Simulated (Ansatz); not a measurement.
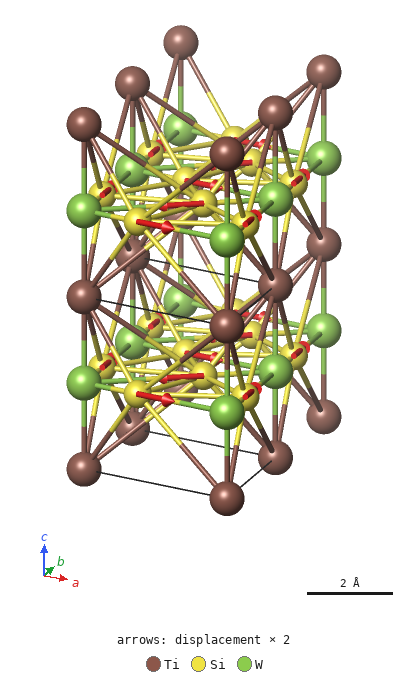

This is a relaxation of solid TiSi3W (a generated structure, set up in P-62m) (coarse preliminary run). The starting structure is drawn; red arrows show the displacements (the part carried along by the change of the cell is left out), magnified 2 times.

The picture is a ball-and-stick view of the cell of the calculation, repeated 1 × 2 × 2 with one cell outlined, seen slightly off an axis.

All numbers below come from Ansatz 0.2.0, DFT PBE, scalar-relativistic, plane waves, PAW. (plane-wave cutoff 420 eV; k-point mesh 6 × 6 × 4; occupations gaussian; smearing width 0.1 eV; no spin polarisation; cell and atoms relaxed; force threshold 0.04 eV/Å; at most 70 steps)

> Atoms of which element are displaced furthest, and by how much?

Silicon: up to 0.62 Å, against 0.00 Å for titanium.

> What did the optimiser do to the structure, and how much energy did it gain?

Over 8 accepted moves (10 points after the start) the energy falls by 3863 meV per atom. The largest force component goes from 24 to 0.011 eV/Å. Pressure: 100.14 GPa at the start and 0.15 GPa at the end. At 2 points the geometry stayed and the basis and grid were re-selected for the new cell (energy shift of 8.9 meV per atom at most each time). The largest moves relative to the cell, 0.62 Å, are those of Si atoms. Ti and W stay in place. The volume changes by +31.7 %, with a = b 4.730 → 4.969 Å (+5.0 %), c 4.192 → 5.006 Å (+19.4 %). Among the contacts that change: Si–Si 3.082 → 4.304 Å, Si–Ti 2.750 → 3.527 Å, Si–W 1.779 → 2.485 Å, Si–W 2.951 → 2.484 Å. Among the angles between lasting bonds that change: Si–Si–Si 166.4° → 119.9°, Si–Si–Si 73.6° → 120.1°, Si–Si–Si 133.6° → 179.9°. The space group (tolerance 0.01 Å) goes from P-62m (No. 189) to P6/mmm (No. 191). Cost: 69 s on 1 thread of Arm Neoverse V1, on a shared host, peak memory 0.38 GiB.

Limits of the set-up: the k-point mesh is coarse for a cell with partly filled bands.
